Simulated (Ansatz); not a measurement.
# Tunnelling from Al(111) to Al(111): the current at the widest gap

Three vacuum gaps between Al(111) and Al(111) are known. What current density flows at 0.25 V across 6.5 Å?

**Method.** Ansatz 0.2.0, plane waves with PAW datasets, PBE; a slab with two metal leads whose outer parts are reservoirs, with density and current solved under bias (Landauer, 300 K). The gap is counted from plane to plane of nuclei, and atoms stay on ideal sites.

The runs, with one result withheld:

```
gap (Å)  drop between the leads' cuts at 0.25 V (V)  current density at 0.25 V (A/m²)
    3.5                                       0.129                         1.66×10¹⁴
    4.5                                       0.219                         4.46×10¹³
    5.5                                       0.245                         8.05×10¹²
    6.5                                       0.248                                 ?
```

**Fit on the rows shown.**

Tunnelling falls as exp(−βd). From 3.5 to 4.5 Å, β = ln(1.66×10¹⁴/4.46×10¹³)/1 = 1.31 Å⁻¹, and from 4.5 to 5.5 Å it is 1.71 Å⁻¹; the slope still steepens as the gap leaves contact, so the wider pair is taken. Then 8.05×10¹² × exp(−1.71 × 1). Predicted: 1.45×10¹² A/m².

What the run gave:

1.23×10¹² A/m², so the prediction is 18 % too high. The last step has β = 1.88 Å⁻¹, an apparent barrier ħ²β²/8m of 3.4 eV: the decay of this current is still steepening. The conductances at 0 V give β = 1.61 and 1.53 Å⁻¹ for the last two steps; at 6.5 Å that conductance times the bias is 1.6 times the current, an excess of like faces at zero bias that the bias removes, so it is the poorer guide to the barrier.

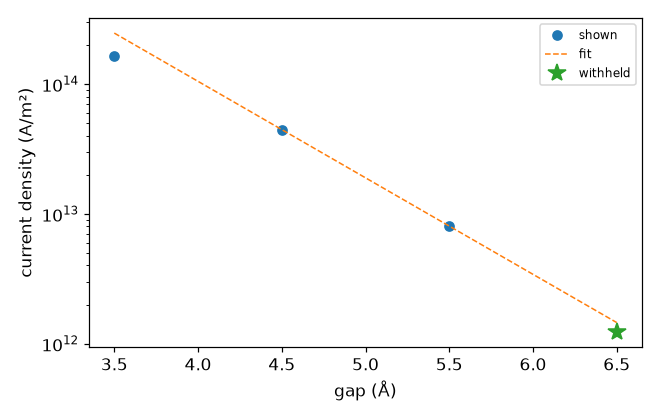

Current density against the gap.

Caveats: On every other k-point the currents of these runs, at any bias, move by up to 3.2 %. A semilocal functional lacks the image potential's tail.

[Logs are printed without paths, hosts, clocks, repeated set-up lines and the standing remarks that a program may print on its own settings, such as how far it seeks lower states.]
